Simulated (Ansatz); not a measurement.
# HF/6-31G(d) (spherical functions) run of BGeNH6 (SMILES B[NH][GeH3])

What is the energy change on altering one bond length of BGeNH6 at HF/6-31G* (spherical functions)? 

The calculation is run with Ansatz 0.2.0.

69 further runs of the same task are left out: 69 set aside as unsound or not needed.

## Step 1: The structure to begin with

The species is BGeNH6 (9 atoms), meant as a singlet with charge 0. SMILES: `B[NH][GeH3]`. Geometry: relaxed at PBE0-D4/def2-TZVP.

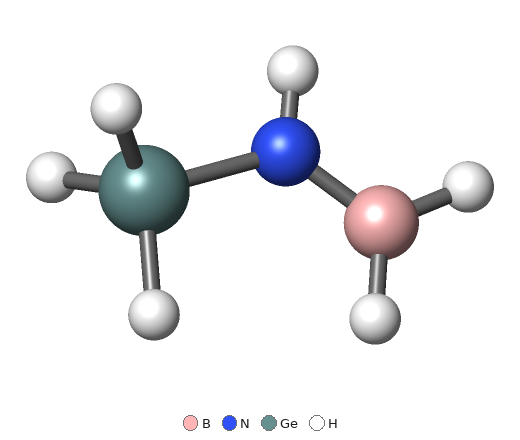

Viewed from a chosen angle; boron pink, nitrogen blue, germanium teal, hydrogen white.

## Step 2: A single-point energy at HF/6-31G(d) (spherical functions)

File run.yaml:

```yaml
crystal:
  periodic: [false, false, false]
  atoms:
    - symbol: B
      position_ang: [-0.874000, 0.629500, -1.162900]
    - symbol: "N"
      position_ang: [-0.023300, 0.687100, -0.062700]
    - symbol: Ge
      position_ang: [0.665200, -0.761400, 0.866600]
    - symbol: H
      position_ang: [-1.217900, -0.440700, -1.581000]
    - symbol: H
      position_ang: [-1.249100, 1.647000, -1.674800]
    - symbol: H
      position_ang: [0.253900, 1.598400, 0.272500]
    - symbol: H
      position_ang: [2.201600, -0.714800, 0.804900]
    - symbol: H
      position_ang: [0.114900, -2.015200, 0.184600]
    - symbol: H
      position_ang: [0.217300, -0.676000, 2.335700]
basis:
  gaussian:
    orbitals: 6-31G_st_-spherical.json
hamiltonian:
  xc: hf
accuracy: high
output: {orbitals: {seedname: orbitals}}
```

The basis set 6-31G* is read from a file made from the Basis Set Exchange's data (not shown).

Command:

```bash
$ ansatz run run.yaml --threads 1 --pin off --max-ram 3480MiB --events-out events.jsonl --progress --plain --runs-dir runs
```

The log of the run:

```text
Warning: RAYON_NUM_THREADS=1 ignored (pool sized by the plan → 1); use --threads N
Functional definition: HF
  name "HF"
  exchange = exact_x
  correlation = 0
1655 factors; integrals over basis functions are off by at most 4.5e-9 eV
mean field evaluation 1: about -58712.4966 eV, gradient 2.8e1 eV
mean field evaluation 2: about -58712.5626 eV, gradient 2.8e1 eV
mean field evaluation 4: about -58714.6247 eV, gradient 3.0e0 eV
mean field evaluation 8: about -58714.6556 eV, gradient 7.8e-2 eV
mean field -58714.65567629 eV, -2157.7237978805 hartree, gradient 3.6e-8 eV, S^2 0.000000; 0 other end points of the search recorded, 0 dependent functions left out
reference -58714.65567629 eV, -2157.7237978805 hartree; 25, 25 occupied and 47, 47 virtual orbitals, 1655 factors
Total energy: -58714.65567629 eV, -2157.7237978805 hartree
```

Wall time 1.6 s (1 thread of Arm Neoverse V2, shared host); peak memory 0.18 GiB.

## Step 3: The distorted shape

File job.yaml:

```yaml
crystal:
  periodic: [false, false, false]
  atoms:
    - {symbol: B, position_ang: [-0.686444, 0.120733, -0.906941]}
    - {symbol: N, position_ang: [0.164256, 0.178333, 0.193259]}
    - {symbol: Ge, position_ang: [0.852756, -1.270167, 1.122559]}
    - {symbol: H, position_ang: [-1.030344, -0.949467, -1.325041]}
    - {symbol: H, position_ang: [-1.249100, 1.647000, -1.674800]}
    - {symbol: H, position_ang: [0.441456, 1.089633, 0.528459]}
    - {symbol: H, position_ang: [2.389156, -1.223567, 1.060859]}
    - {symbol: H, position_ang: [0.302456, -2.523967, 0.440559]}
    - {symbol: H, position_ang: [0.404856, -1.184767, 2.591659]}
basis:
  gaussian:
    orbitals: 6-31G_st_-spherical.json
hamiltonian:
  xc: hf
accuracy: high
output: {orbitals: {seedname: orbitals}}
```

The basis set 6-31G* is read from a file made from the Basis Set Exchange's data (not shown).

Command:

```bash
$ ansatz run job.yaml --threads 1 --pin off --max-ram 3480MiB --events-out events.jsonl --progress --plain --runs-dir runs
```

The log of the run:

```text
Warning: RAYON_NUM_THREADS=1 ignored (pool sized by the plan → 1); use --threads N
Functional definition: HF
  name "HF"
  exchange = exact_x
  correlation = 0
1657 factors; integrals over basis functions are off by at most 4.0e-9 eV
mean field evaluation 1: about -58710.4763 eV, gradient 2.8e1 eV
mean field evaluation 2: about -58710.5373 eV, gradient 2.8e1 eV
mean field evaluation 4: about -58712.6443 eV, gradient 3.1e0 eV
mean field evaluation 8: about -58712.6826 eV, gradient 8.4e-2 eV
mean field -58712.68260373 eV, -2157.6512888016 hartree, gradient 2.9e-8 eV, S^2 0.000000; 0 other end points of the search recorded, 0 dependent functions left out
reference -58712.68260373 eV, -2157.6512888016 hartree; 25, 25 occupied and 47, 47 virtual orbitals, 1657 factors
Total energy: -58712.68260373 eV, -2157.6512888016 hartree
```

It took 1.6 s on 1 thread of Arm Neoverse V2, shared host; peak memory 0.18 GiB.

## Step 4: Results

Level: HF/6-31G* (spherical functions).

```
                                                         quantity           value
                                        first shape: total energy  -2157.72380 Eh
                                         first shape: HOMO energy       -11.25 eV
                                         first shape: LUMO energy         3.47 eV
                                       first shape: HOMO–LUMO gap        14.72 eV
                                    distorted shape: total energy  -2157.65129 Eh
                                     distorted shape: HOMO energy       -10.11 eV
                                     distorted shape: LUMO energy         3.23 eV
                                   distorted shape: HOMO–LUMO gap        13.34 eV
energy change with the B1–H5 bond stretched from 1.199 to 1.799 Å        1.973 eV
```

In words: With the B1–H5 bond stretched from 1.199 to 1.799 Å the energy rises by 1.97 eV (46 kcal/mol). The first shape isn't relaxed at this level, so the change isn't measured from a minimum.
